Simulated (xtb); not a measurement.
**CH7BSSi: geometry relaxation (part 1 of 3)**

CH7BSSi, computed with GFN2-xTB (xtb 6.7.1).

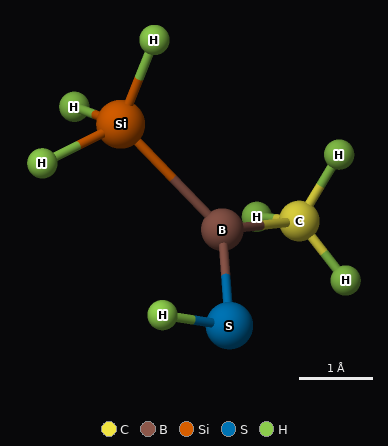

Fig. 1: The starting structure (ball-and-stick view, seen at a tilt).

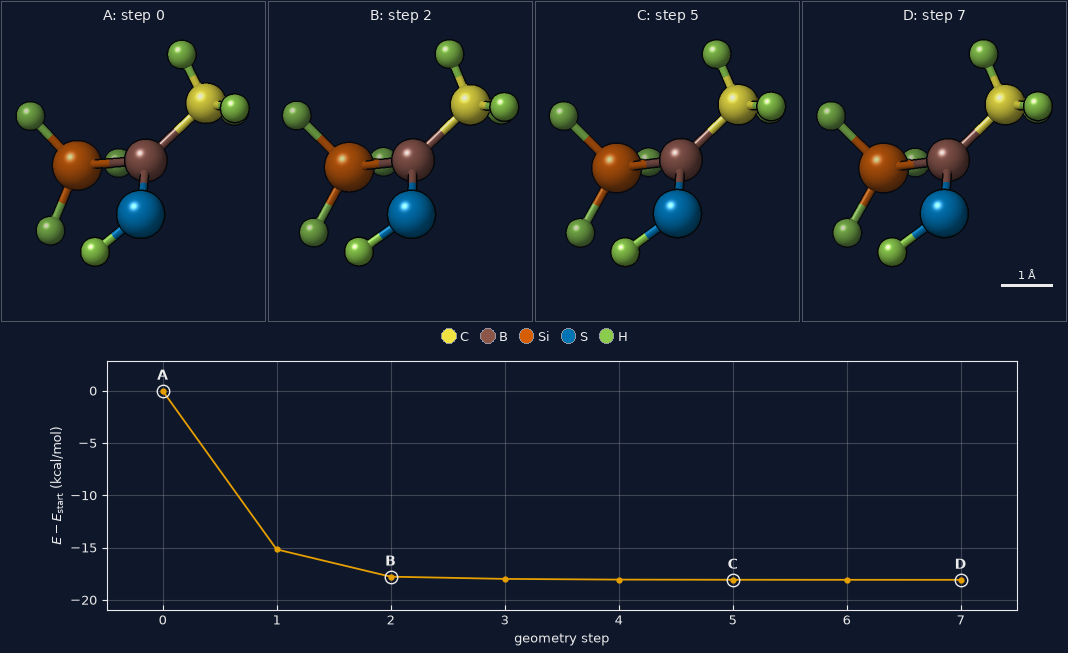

Fig. 2: Frames of the relaxation (ball-and-stick view, seen at a tilt) above the curves, on which the letters mark them (steps are counted from 0).

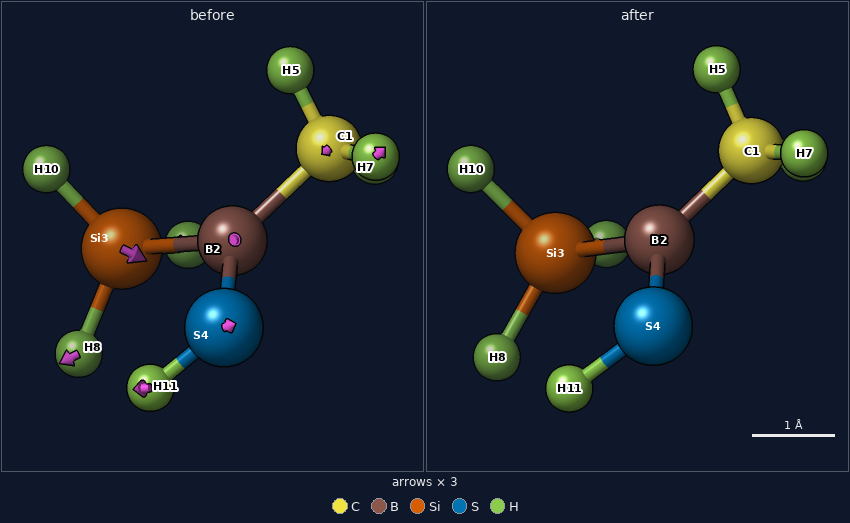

Fig. 3: Before (left) and after (right) the relaxation, at one scale (ball-and-stick view, seen at a tilt). The pink arrows give the displacements, magnified 3 times. The atom that moves furthest after the best rigid fit is Si3 (0.12 Å). By element the largest moves are Si 0.12 Å, H 0.10 Å, S 0.07 Å, B 0.06 Å, C 0.04 Å. Among the contacts that change: S4–H11 1.201 → 1.333 Å, Si3–H10 1.350 → 1.470 Å, Si3–H9 1.558 → 1.468 Å, Si3–H8 1.401 → 1.475 Å. Among the angles that change: H8–Si3–H10 114.2° → 105.4°, B2–Si3–H9 106.1° → 113.5°, H6–C1–H7 114.2° → 107.5°. The energy falls by 18.1 kcal/mol in 7 geometry steps. (Atoms are counted from 1 in the order of the input.)

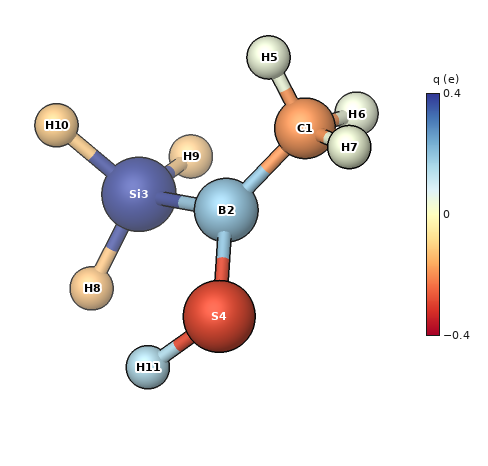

Fig. 4: Mulliken charges, as the colour of each atom (ball-and-stick view, seen at a tilt; atoms are numbered from 1 in the order of the input). By element: C −0.19, B +0.20, Si +0.38, S −0.28 and H −0.13 to +0.15 e.

These pictures come from the run below.

## The input (start.xyz)
```
11

C     -0.224960     1.480840    -0.843460
B     -0.297480    -0.113460    -0.432380
Si     0.697250    -0.765420     1.222930
S     -1.182570    -1.216870    -1.407840
H      0.812590     1.719800    -1.013380
H     -0.598270     2.066940     0.011080
H     -0.774960     1.604260    -1.719750
H      0.083360    -1.936880     1.686130
H      0.346450     0.239770     2.360920
H      2.037330    -0.858910     1.086810
H     -1.111930    -2.269780    -0.834870
```

## File input.inp
```
$opt
   hessian=old
$end
```

Launched with:
```bash
xtb --chrg 0 -u 0 -o normal -I input.inp --gfn2 -- start.xyz | tee xtb.out
```

## Output
```
* xtb version 6.7.1
   ID    Z sym.   atoms
    1    6 C      1
    2    5 B      2
    3   14 Si     3
    4   16 S      4
    5    1 H      5-11

           -------------------------------------------------
          |                Calculation Setup                |
           -------------------------------------------------

          program call               : xtb --chrg 0 -u 0 -o normal -I input.inp --gfn2 -- start.xyz
          coordinate file            : start.xyz
          omp threads                :                     1

           -------------------------------------------------
          |                 G F N 2 - x T B                 |
           -------------------------------------------------

      * Hamiltonian:
        H0-scaling (s, p, d)           1.850000    2.230000    2.230000
        zeta-weighting                 0.500000
      * Dispersion:
        s8                             2.700000
        a1                             0.520000
        a2                             5.000000
        s9                             5.000000
      * Repulsion:
        kExp                           1.500000    1.000000
        rExp                           1.000000
      * Coulomb:
        alpha                          2.000000
        third order                    shell-resolved
        anisotropic                    true
        a3                             3.000000
        a5                             4.000000
        cn-shift                       1.200000
        cn-exp                         4.000000
        max-rad                        5.000000

          ...................................................
          :                      SETUP                      :
          :.................................................:
          :  # basis functions                  35          :
          :  # atomic orbitals                  33          :
          :  # shells                           17          :
          :  # electrons                        24          :
          :  max. iterations                   250          :
          :  Hamiltonian                  GFN2-xTB          :
          :  restarted?                      false          :
          :  GBSA solvation                  false          :
          :  PC potential                    false          :
          :  electronic temp.          300.0000000     K    :
          :  accuracy                    1.0000000          :
          :  -> integral cutoff          0.2500000E+02      :
          :  -> integral neglect         0.1000000E-07      :
          :  -> SCF convergence          0.1000000E-05 Eh   :
          :  -> wf. convergence          0.1000000E-03 e    :
          :  Broyden damping             0.4000000          :
          :  net charge                          0          :
          :  unpaired electrons                  0          :
          ...................................................

 iter      E             dE          RMSdq      gap      omega  full diag
   1    -11.7748768 -0.117749E+02  0.695E+00    3.89       0.0  T
   2    -11.8540317 -0.791549E-01  0.648E+00    2.64       1.0  T
   3    -12.0203451 -0.166313E+00  0.309E+00    3.29       1.0  T
   4    -12.0300738 -0.972874E-02  0.179E+00    3.01       1.0  T
   5    -12.0433050 -0.132312E-01  0.601E-01    3.18       1.0  T
   6    -12.0434322 -0.127217E-03  0.274E-01    3.20       1.0  T
   7    -12.0433641  0.681314E-04  0.161E-01    3.20       1.0  T
   8    -12.0435505 -0.186413E-03  0.454E-02    3.21       1.0  T
   9    -12.0435548 -0.430624E-05  0.241E-02    3.21       1.2  T
  10    -12.0435589 -0.410521E-05  0.402E-03    3.22       7.5  T
  11    -12.0435590 -0.526471E-07  0.818E-04    3.22      36.9  T
  12    -12.0435590 -0.722697E-09  0.313E-04    3.22      96.2  T

   *** convergence criteria satisfied after 12 iterations ***

         #    Occupation            Energy/Eh            Energy/eV
      -------------------------------------------------------------
         1        2.0000           -0.7206420             -19.6097
       ...           ...                  ...                  ...
         6        2.0000           -0.4679481             -12.7335
         7        2.0000           -0.4647613             -12.6468
         8        2.0000           -0.4380381             -11.9196
         9        2.0000           -0.4274498             -11.6315
        10        2.0000           -0.4140413             -11.2666
        11        2.0000           -0.4073563             -11.0847
        12        2.0000           -0.3682706             -10.0212 (HOMO)
        13                         -0.2500374              -6.8039 (LUMO)
        14                         -0.1875690              -5.1040
        15                         -0.1669004              -4.5416
        16                         -0.1450345              -3.9466
        17                         -0.1275504              -3.4708
       ...                                ...                  ...
        33                          0.9858770              26.8271
      -------------------------------------------------------------
                  HL-Gap            0.1182332 Eh            3.2173 eV
             Fermi-level           -0.3091540 Eh           -8.4125 eV

 SCC (total)                   0 d,  0 h,  0 min,  0.007 sec
 SCC setup                      ...        0 min,  0.000 sec (  1.243%)
 Dispersion                     ...        0 min,  0.000 sec (  0.629%)
 classical contributions        ...        0 min,  0.000 sec (  0.249%)
 integral evaluation            ...        0 min,  0.001 sec ( 15.477%)
 iterations                     ...        0 min,  0.003 sec ( 51.629%)
 molecular gradient             ...        0 min,  0.002 sec ( 29.172%)
 printout                       ...        0 min,  0.000 sec (  1.490%)

         :::::::::::::::::::::::::::::::::::::::::::::::::::::
         ::                     SUMMARY                     ::
         :::::::::::::::::::::::::::::::::::::::::::::::::::::
         :: total energy             -11.885881782926 Eh    ::
         :: gradient norm              0.185773696753 Eh/a0 ::
         :: HOMO-LUMO gap              3.217289845578 eV    ::
         ::.................................................::
         :: SCC energy               -12.043546492156 Eh    ::
         :: -> isotropic ES            0.032661915416 Eh    ::
         :: -> anisotropic ES          0.004844822966 Eh    ::
         :: -> anisotropic XC          0.004235331392 Eh    ::
         :: -> dispersion             -0.006652560083 Eh    ::
         :: repulsion energy           0.157664709230 Eh    ::
         :: add. restraining           0.000000000000 Eh    ::
         :: total charge              -0.000000000000 e     ::
         :::::::::::::::::::::::::::::::::::::::::::::::::::::

      -----------------------------------------------------------
     |                   =====================                   |
     |                        A N C O P T                        |
     |                   =====================                   |
     |               Approximate Normal Coordinate               |
     |                Rational Function Optimizer                |
      -----------------------------------------------------------
      -----------------------------------------------------------
     |                   =====================                   |
     |                        A N C O P T                        |
     |                   =====================                   |
     |               Approximate Normal Coordinate               |
     |                Rational Function Optimizer                |
      -----------------------------------------------------------

          ...................................................
          :                      SETUP                      :
          :.................................................:
          :   optimization level            normal          :
          :   max. optcycles                   200          :
          :   ANC micro-cycles                  20          :
          :   degrees of freedom                27          :
          :.................................................:
          :   RF solver                   davidson          :
          :   write xtbopt.log                true          :
          :   linear?                        false          :
          :   energy convergence         0.5000000E-05 Eh   :
          :   grad. convergence          0.1000000E-02 Eh/α :
          :   maxmium RF displ.          1.0000000          :
          :   Hlow (freq-cutoff)         0.1000000E-01      :
          :   Hmax (freq-cutoff)         5.0000000          :
          :   S6 in model hess.         20.0000000          :
          ...................................................

generating ANC from exact Hessian ...
Using Lindh-Hessian (1995)
 Shifting diagonal of input Hessian by    9.4074911300385394E-003
 Lowest  eigenvalues of input Hessian
    0.000000    0.000000    0.000000    0.000000    0.000000    0.000000
    0.010000    0.012137    0.012647    0.014884    0.017080    0.019249
    0.021312    0.025961    0.032626    0.034539    0.051043    0.055459
 Highest eigenvalues
    0.830880    0.892924    1.119217    1.129552    1.251503    1.417691

........................................................................
.............................. CYCLE    1 ..............................
........................................................................
```
